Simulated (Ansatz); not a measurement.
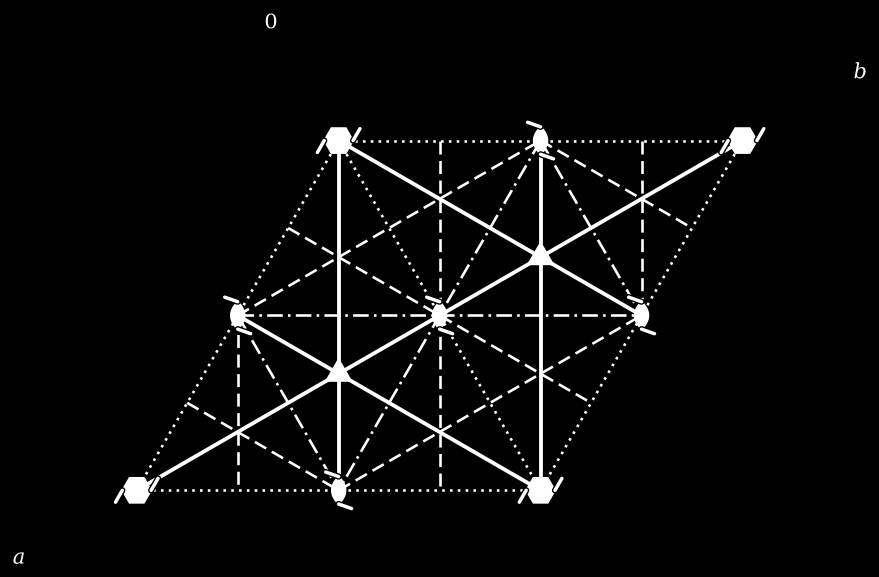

Symmetry elements of a space group, projected down c, computed from the operations of a computed or model structure of composition BiB, which need not be its known form.

Symbols follow the International Tables: origin at the upper left, the third axis towards the viewer; heavy, dashed, dotted, dash-dotted and dash-dot-dot lines are mirror, in-plane glide, out-of-plane glide, diagonal (n; with arrows d) and double (e) glide planes seen edge on; arrows at the rim are 2 (full head) and 2₁ (half head) axes in the plane; the corner sign is a plane parallel to the page; fractions are heights. Handed screw axes carry their printed symbol instead of tails.

Which space group is it?

P6₃mc, No. 186; primitive hexagonal, point group 6mm, 12 general positions a cell.

List the elements shown.

6₃ axes along c at (0, 0); 3 axes along c at (1/3, 2/3), (2/3, 1/3); 2₁ axes along c at (0, 1/2), (1/2, 0), (1/2, 1/2); mirror planes holding c and [1 2 0] or [2 1 0] or [−1 1 0]; in-plane glide planes holding c and [1 2 0] or [2 1 0] or [−1 1 0]; c glide planes normal to a*, at x = 0; n glide planes normal to a*, at x = 1/2; c glide planes normal to b*, at y = 0; n glide planes normal to b*, at y = 1/2; c glide planes holding c and [1 1 0]; diagonal glide planes holding c and [1 1 0]. Heights repeat every half period; positions are (a, b) fractions, modulo 1.
